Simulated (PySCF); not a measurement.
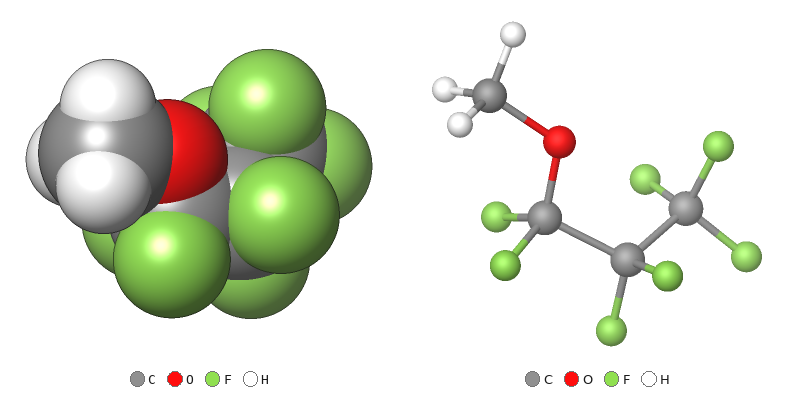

Both panels show the same species.

The geometry was computed by an optimisation with PBE0-D3(BJ)/def2-SVP. No frequency run is at hand to confirm it as a minimum.

Description:

Formula C₄H₃F₇O. As SMILES it reads `COC(F)(F)C(F)(F)C(F)(F)F`. It has no ring. Among its groups: ether, C–F bond. This geometry has C1 symmetry. Coordination: 4 C tetrahedral; 1 O bent.

More results for the same structure follow; atom numbers are the same in all pictures, views and colours differ.

**Geometry**

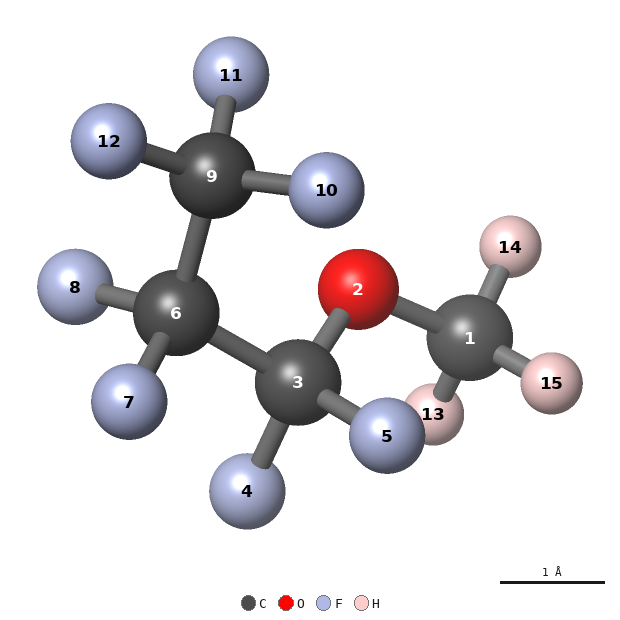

Atoms carry their numbers in the input. No frequency run is at hand to confirm it as a minimum.

Estimate the angles C1–O2–C3, O2–C1–H13, O2–C1–H14, O2–C1–H15, O2–C3–F4, C3–C6–C9, F4–C3–F5, C6–C9–F10, C6–C9–F11, C6–C9–F12, F7–C6–F8, F10–C9–F12.

```csv
angle,degrees
C1–O2–C3,116.5
O2–C1–H13,110.6
O2–C1–H14,106.1
O2–C1–H15,110.7
O2–C3–F4,112.2
C3–C6–C9,115.1
F4–C3–F5,106.0
C6–C9–F10,110.4
C6–C9–F11,110.9
C6–C9–F12,109.0
F7–C6–F8,109.1
F10–C9–F12,108.7
```

**Electronic properties**

No frequency run is at hand to confirm it as a minimum. Method: B3LYP/def2-SVPD, gas phase (PySCF 2.14.0). Excitations: vertical, linear response.

What does the calculation give?

- dipole moment: 2.83 D
- HOMO energy (Kohn–Sham orbital): −9.50 eV
- LUMO energy (Kohn–Sham orbital): 0.15 eV
- HOMO–LUMO gap: 9.65 eV
- mean static polarisability: 59.9 bohr³
- lowest vertical singlet excitation: 8.66 eV
- its oscillator strength: 0.010
- brightest of the 10 lowest singlets: 9.41 eV
- its oscillator strength: 0.03

**Spin–spin coupling**

No frequency run is at hand to confirm it as a minimum. Properties computed with B3LYP/pcJ-1 indirect spin-spin coupling, non-relativistic, gas phase (PySCF 2.14.0). Isotopes: 13C, 19F, 1H, 17O.

Give the spin–spin coupling constants of these pairs, with the number of bonds between them: C3/F4, C3/F5, C6/F8, C9/F11, O2/F4, F4/F5, F5/C6, C6/F11, F10/F12, O2/F8, F4/F8, F4/F7, F5/C9, F7/F12.

| pair | bonds apart | J (Hz) |
| --- | --- | --- |
| C3, F4 | 1 | −341.3 |
| C3, F5 | 1 | −337.1 |
| C6, F8 | 1 | −324.1 |
| C9, F11 | 1 | −357.9 |
| O2, F4 | 2 | −0.8 |
| F4, F5 | 2 | 88.1 |
| F5, C6 | 2 | 39.3 |
| C6, F11 | 2 | 39.8 |
| F10, F12 | 2 | 65.8 |
| O2, F8 | 3 | 1.1 |
| F4, F8 | 3 | −22.6 |
| F4, F7 | 3 | −18.5 |
| F5, C9 | 3 | −1.8 |
| F7, F12 | 3 | −19.1 |

Density functionals are unreliable for couplings to fluorine, so those rows may be far off.

**NMR shielding**

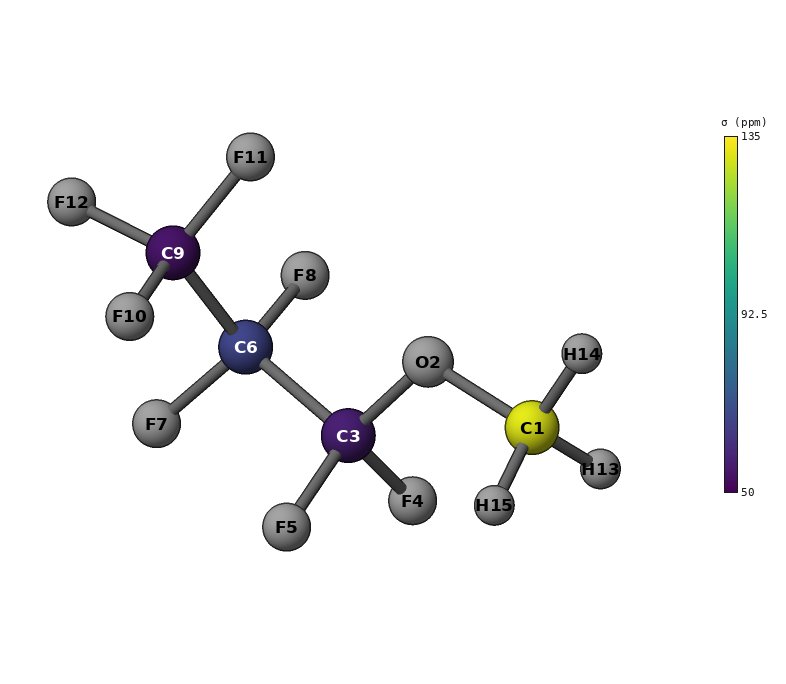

Atoms are coloured by their isotropic NMR shieldings (C only, the others grey). No frequency run is at hand to confirm it as a minimum. Method: GIAO KT3/pcSseg-2 NMR shielding, non-relativistic, gas phase (PySCF 2.14.0).

Give the isotropic NMR shieldings of the C atoms atom by atom.

```csv
atom,σ (ppm)
C1,130.6
C3,57.4
C6,67.8
C9,54.8
```
